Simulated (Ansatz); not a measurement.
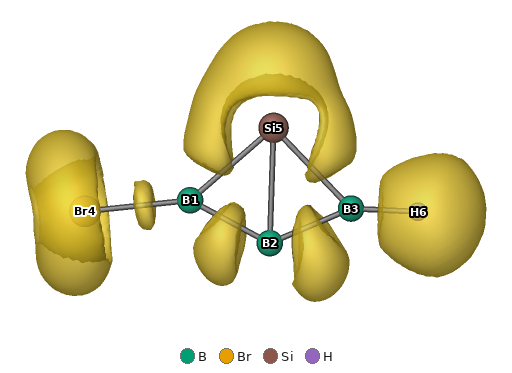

B3BrHSi (SMILES BrB1B2B[Si]12) (doublet). Isosurface of the ELF at 0.8 (yellow), seen across its widest extent. Core shells and regions of very low density are left out.

Geometry: B3LYP-D3(BJ)/def2-SVP.

The calculation used isolated molecule in a Gaussian basis; Kohn-Sham density functional theory, functional PBE0 (Ansatz).

```xyz
6

B    -2.7269    0.3367    0.1047
B    -1.9568   -0.0184   -1.2617
B    -0.4628   -0.4645   -1.4606
Br   -4.3545    0.8774    0.8759
Si   -0.8595   -0.1607    0.4627
H     0.4807   -0.7979   -2.1074
```

Where are the electrons localised?

At this value the surface marks out two regions between bonded B–B atoms (shared pairs), one region between bonded B–Br atoms (shared pairs), one region around a hydrogen nucleus, one region on Si in which the atom's valence shell and bonds are merged and one ring or bowl of non-bonding electrons around Br.

Values along the shortest contacts:
B–B (1.57 Å): the ELF peaks at about 0.90 between the atoms (localised, covalent bonding). B–Br (1.88 Å): the ELF peaks at about 0.90 between the atoms (a shared but strongly polarised pair).
